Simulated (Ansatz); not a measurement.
# C₄H₃F₃: a ladder of functionals and wavefunction methods

Aim: compute C₄H₃F₃ with functionals from several rungs and with coupled cluster, and see how far each lands from CCSD(T) at the basis-set limit for the atomisation energy.

Method: functionals in def2-TZVPP, the program's frozen cores in correlated methods; program: Ansatz 0.2.0, Gaussian basis.

Levels to be run: LDA (SPW92), PBE-D4, revPBE-D4, BLYP-D4, r2SCAN-D4, B97M-V, PBE0-D4, B3LYP-D4, r2SCANh-D4, r2SCAN0-D4, HSE06-D4, BHLYP-D4, CAM-B3LYP-D4, LC-ωPBE, ωB97X-V, ωB97M-V, B2PLYP, PBE-QIDH; CCSD(T)/def2-SVP; CCSD(T)/def2-TZVPP; MP2/def2-QZVPP; extrapolation to the limit; RPA on PBE.

## 1. The geometry

All runs share one geometry, relaxed beforehand with PBE0-D4 in a triple-zeta def2 set.

SMILES `FCC#CC(F)F`, 10 atoms, charge 0, spin multiplicity 1.

Atoms are counted from 1 here; the program's logs count them from 0.

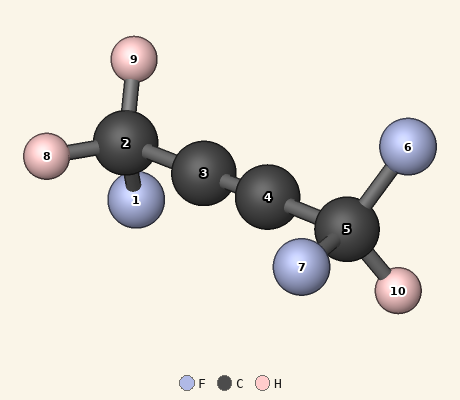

The geometry (fluorine light blue, carbon dark grey, hydrogen pink); atoms are numbered from 1 in the order of the file.

## 2. LDA

This LDA is Slater exchange with PW92 correlation.

File in.yaml:

```yaml
crystal:
  periodic: [false, false, false]
  atoms:
    - {symbol: F, position_ang: [-2.851618, -0.161909, 0.167033]}
    - {symbol: C, position_ang: [-1.841721, 0.643072, 0.647031]}
    - {symbol: C, position_ang: [-0.541988, 0.186122, 0.191709]}
    - {symbol: C, position_ang: [0.545756, -0.168113, -0.169047]}
    - {symbol: C, position_ang: [1.836926, -0.648168, -0.641347]}
    - {symbol: F, position_ang: [2.474943, 0.312071, -1.354116]}
    - {symbol: F, position_ang: [2.637635, -0.978208, 0.401287]}
    - {symbol: H, position_ang: [-1.882189, 0.629822, 1.740564]}
    - {symbol: H, position_ang: [-2.022689, 1.665060, 0.300008]}
    - {symbol: H, position_ang: [1.728146, -1.530851, -1.280021]}
basis:
  gaussian: {orbitals: def2-TZVPP}
hamiltonian: {xc: lda}
output: {orbitals: {seedname: orbitals}}
```

Command:

```console
$ ansatz run in.yaml --threads 4 --pin off --events-out ev --progress --plain --max-ram 10444MiB
```

Further steps of the session: PBE-D4 (GGA); revPBE-D4 (GGA); BLYP-D4 (GGA); r2SCAN-D4 (meta-GGA); B97M-V (meta-GGA); B3LYP-D4 (hybrid); r2SCANh-D4 (hybrid); r2SCAN0-D4 (hybrid); HSE06-D4 (hybrid); BHLYP-D4 (hybrid); CAM-B3LYP-D4 (range-separated); LC-ωPBE (range-separated); ωB97X-V (range-separated); ωB97M-V (range-separated); B2PLYP (double hybrid); PBE-QIDH (double hybrid); CCSD(T) in def2-SVP; CCSD(T) in def2-TZVPP; MP2 in def2-QZVPP; RPA on PBE orbitals.

Q: Predict the results of all the runs planned. Wanted: atomisation energy, CCSD(T)/CBS; farthest beyond LDA; mean size of error, GGA; mean size of error, meta-GGA; mean size of error, hybrid; mean size of error, range-separated; mean size of error, double hybrid; gap, smallest and largest; T1 diagnostic.

As calculated:

| quantity | value |
| --- | --- |
| atomisation energy, CCSD(T)/CBS | 44.232 eV |
| functionals within 0.221 eV (0.5 %) | B97M-V, B3LYP-D4, r2SCANh-D4, ωB97X-V, PBE-QIDH |
| farthest beyond LDA | PBE-D4 (+2.142 eV) |
| mean size of error, GGA | 1.036 eV |
| mean size of error, meta-GGA | 0.225 eV |
| mean size of error, hybrid | 0.722 eV |
| mean size of error, range-separated | 0.274 eV |
| mean size of error, double hybrid | 0.121 eV |
| gap, smallest and largest | 5.64 eV (LDA (SPW92)), 13.23 eV (LC-ωPBE) |
| T1 diagnostic | 0.0122 |
| triples share of the correlation energy | 3.7 % |

What this shows: LDA overbinds by 8.580 eV (19 %). PBE-D4 is off by +2.142 eV. Double hybrids carry the basis error of their MP2 part in triple zeta, and no dispersion term here, so their miss is partly the set-up's. By mean error the best rung here is double hybrid (0.121 eV) and the worst beyond LDA is GGA (1.036 eV). The gap between the best rungs is small, so their order is not settled. The reference freezes the cores and leaves out relativity and excitations past (T), so misses under about 0.221 eV can't be ranked. Hartree-Fock recovers 70 % of the binding; the rest is correlation. CCSD(T) in def2-SVP is off by -1.926 eV, so the small basis spoils what the method gains. Orbital gaps span 5.6 to 13.2 eV; exact exchange widens them.
